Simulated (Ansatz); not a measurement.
# C2H7B (SMILES BCC) at B3LYP/6-31G(d) (Cartesian functions)

Aim: the energy change on altering one bond length of C2H7B at B3LYP/6-31G* (Cartesian functions), from 2 runs. 

The results are computed with Ansatz 0.2.0.

47 further runs of the same task are left out: 47 set aside as unsound or not needed. Runs told in other sessions of the task aren't counted.

**1. The molecule**

C2H7B has 10 atoms, charge 0, and is taken as a singlet. As SMILES, `BCC`. The coordinates come from a PBE0-D4/def2-TZVP relaxation.

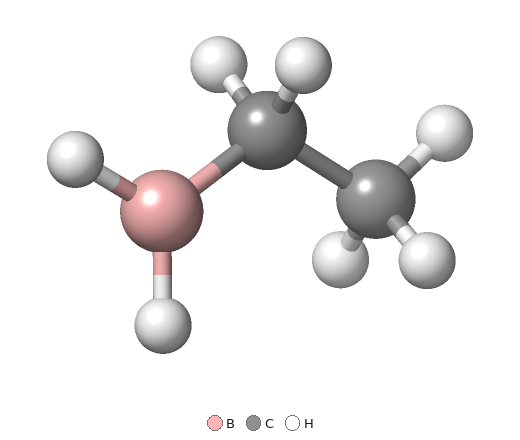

Viewed from a chosen angle; boron pink, carbon grey, hydrogen white.

**2. A single-point energy at B3LYP/6-31G(d) (Cartesian functions)**

The input, in.yaml:

```yaml
crystal:
  periodic: [false, false, false]
  atoms:
    - {symbol: B, position_ang: [-0.923200, 0.854800, -0.729500]}
    - {symbol: C, position_ang: [0.421700, 0.293700, -0.199000]}
    - {symbol: C, position_ang: [0.384700, -0.913600, 0.727600]}
    - {symbol: H, position_ang: [-1.979600, 0.366600, -0.436300]}
    - {symbol: H, position_ang: [-0.919600, 1.807100, -1.458300]}
    - {symbol: H, position_ang: [0.950700, 1.138100, 0.271400]}
    - {symbol: H, position_ang: [1.046800, 0.094100, -1.084500]}
    - {symbol: H, position_ang: [1.384300, -1.226700, 1.039300]}
    - {symbol: H, position_ang: [-0.190300, -0.697600, 1.631400]}
    - {symbol: H, position_ang: [-0.092300, -1.767800, 0.240900]}
basis:
  gaussian: {orbitals: "6-31G*"}
hamiltonian: {xc: {name: B3LYP}}
accuracy: high
output: {orbitals: {seedname: orbitals}}
```

The run is started by

```bash
$ ansatz run in.yaml --threads 1 --pin off --max-ram 2610MiB --events-out events.jsonl --progress --plain --runs-dir runs
```

What it wrote:

```text
Warning: RAYON_NUM_THREADS=1 ignored (pool sized by the plan → 1); use --threads N
Functional definition: B3LYP
  name "B3LYP"
  parameter a0 = 0.2
  parameter ax = 0.72
  parameter ac = 0.81
  exchange = (1 - a0 - ax)*slater_x + ax*b88_x + a0*exact_x
  correlation = (1 - ac)*vwn_rpa_c + ac*lyp_c
1442 factors; integrals over basis functions are off by at most 3.1e-9 eV
mean field evaluation 1: about -2859.0556 eV, gradient 4.6e1 eV
mean field evaluation 2: about -2857.0814 eV, gradient 5.3e1 eV
mean field evaluation 4: about -2864.2072 eV, gradient 7.9e-1 eV
mean field evaluation 8: about -2864.2033 eV, gradient 1.8e-2 eV
mean field evaluation 16: about -2864.2033 eV, gradient 9.8e-8 eV
mean field -2864.20331517 eV, -105.2575304058 hartree, gradient 1.3e-8 eV, S^2 0.000000; 0 other end points of the search recorded, 0 dependent functions left out
reference -2864.20334969 eV, -105.2575316742 hartree; 12, 12 occupied and 47, 47 virtual orbitals, 1442 factors
Total energy: -2864.20334969 eV, -105.2575316742 hartree
```

Wall time 3.6 s (1 thread of Arm Neoverse V1, shared host); peak memory 0.16 GiB.

**3. The distorted shape, same level**

The input, in.yaml:

```yaml
crystal:
  periodic: [false, false, false]
  atoms:
    - symbol: B
      position_ang: [-1.016991, 0.884748, -0.596639]
    - symbol: C
      position_ang: [0.327909, 0.323648, -0.066139]
    - symbol: C
      position_ang: [0.290909, -0.883652, 0.860461]
    - symbol: H
      position_ang: [-2.073391, 0.396548, -0.303439]
    - symbol: H
      position_ang: [-1.013391, 1.837048, -1.325439]
    - symbol: H
      position_ang: [0.856909, 1.168048, 0.404261]
    - symbol: H
      position_ang: [1.046800, 0.094100, -1.084500]
    - symbol: H
      position_ang: [1.290509, -1.196752, 1.172161]
    - symbol: H
      position_ang: [-0.284091, -0.667652, 1.764261]
    - symbol: H
      position_ang: [-0.186091, -1.737852, 0.373761]
basis:
  gaussian:
    orbitals: "6-31G*"
hamiltonian:
  xc: {name: B3LYP}
accuracy: high
output: {orbitals: {seedname: orbitals}}
```

The run is started by

```bash
$ ansatz run in.yaml --threads 1 --pin off --max-ram 2610MiB --events-out events.jsonl --progress --plain --runs-dir runs
```

What it wrote, cut to the lines that bear on the results:

```text
Warning: RAYON_NUM_THREADS=1 ignored (pool sized by the plan → 1); use --threads N
[... 7 set-up lines as earlier in the session ...]
1445 factors; integrals over basis functions are off by at most 3.1e-9 eV
mean field evaluation 1: about -2858.8367 eV, gradient 4.5e1 eV
mean field evaluation 2: about -2856.4476 eV, gradient 5.4e1 eV
mean field evaluation 4: about -2863.9108 eV, gradient 1.2e0 eV
mean field evaluation 8: about -2863.9068 eV, gradient 1.5e-2 eV
mean field evaluation 16: about -2863.9068 eV, gradient 3.7e-7 eV
mean field -2863.90682355 eV, -105.2466345397 hartree, gradient 6.9e-8 eV, S^2 0.000000; 0 other end points of the search recorded, 0 dependent functions left out
reference -2863.90685844 eV, -105.2466358220 hartree; 12, 12 occupied and 47, 47 virtual orbitals, 1445 factors
Total energy: -2863.90685844 eV, -105.2466358220 hartree
```

Run time: 3.6 s. Hardware: 1 thread of Arm Neoverse V1, shared host; peak memory 0.16 GiB.

**4. Results**

At B3LYP/6-31G* (Cartesian functions):

| quantity | value |
| --- | --- |
| first shape: total energy | -105.25753 Eh |
| first shape: HOMO energy | -8.40 eV |
| first shape: LUMO energy | -1.06 eV |
| first shape: HOMO–LUMO gap | 7.34 eV |
| distorted shape: total energy | -105.24664 Eh |
| distorted shape: HOMO energy | -8.37 eV |
| distorted shape: LUMO energy | -1.11 eV |
| distorted shape: HOMO–LUMO gap | 7.27 eV |
| energy change with the C2–H7 bond stretched from 1.102 to 1.267 Å | 0.296 eV |

**Reading.** With the C2–H7 bond stretched from 1.102 to 1.267 Å the energy rises by 0.30 eV (6.8 kcal/mol). The first shape isn't relaxed at this level, so the change isn't measured from a minimum.
